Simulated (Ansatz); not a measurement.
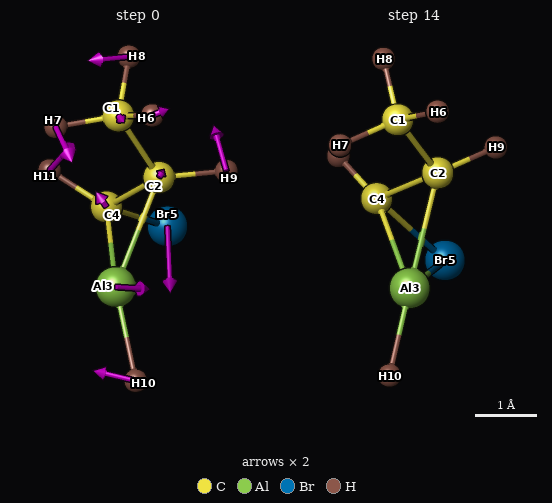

The structure of C$_{3}$H$_{6}$AlBr (coarse preliminary run) before (left) and after (right) a relaxation, at one scale. The purple arrows give the displacements, magnified 2 times.

Style: ball-and-stick. Shown from a free direction.

The start comes from a force field.

Theory: RKS PBE-D4/def2-SVP in Ansatz.

Input
```yaml
crystal:
  periodic: [false, false, false]
  atoms:
    - {symbol: C, position_ang: [-0.701500, -1.040600, 0.868700]}
    - {symbol: C, position_ang: [-0.230700, 0.331600, 0.321600]}
    - {symbol: Al, position_ang: [1.679100, 0.380800, -0.148800]}
    - {symbol: C, position_ang: [0.091000, 0.368200, -1.188900]}
    - {symbol: Br, position_ang: [-0.374300, 2.057100, -2.029500]}
    - {symbol: H, position_ang: [-0.575500, -1.027400, 1.950500]}
    - {symbol: H, position_ang: [-0.221200, -1.861800, 0.381700]}
    - {symbol: H, position_ang: [-1.802800, -1.046600, 0.659800]}
    - {symbol: H, position_ang: [-0.678900, 1.269900, 0.791000]}
    - {symbol: H, position_ang: [3.127200, 1.082600, 0.132400]}
    - {symbol: H, position_ang: [-0.247000, -0.570800, -1.718100]}
basis:
  gaussian: {orbitals: def2-SVP}
hamiltonian: {xc: pbe, dispersion: d4}
relax: {f_tol: 0.03, max_steps: 200}
```

Run as
```bash
ansatz run in.yaml --threads 4 --pin off --events-out ev --progress --plain --max-ram 10444MiB
```

### Summarise the run.

After 12 accepted moves (14 points after the start) the energy has fallen by 14.6 kcal/mol. Largest force component: 2.7 eV/Å at the start, 0.01 eV/Å at the end. The line search rejected the trial steps at points 9, 11 of the run. The atom that moves furthest after the best rigid fit is Br5 (0.63 Å). Largest moves by element: Br 0.63 Å, H 0.51 Å, Al 0.36 Å, C 0.18 Å. Some distances before and after: Al3–Br5 3.250 → 2.589 Å, C4–Br5 1.943 → 2.074 Å, Al3–H10 1.634 → 1.584 Å, C1–H7 1.069 → 1.113 Å. Bond angles that change, for instance: Al3–C4–H11 120.8° → 161.2°, Al3–C4–Br5 115.6° → 80.6°, C2–Al3–H10 146.1° → 160.2°.
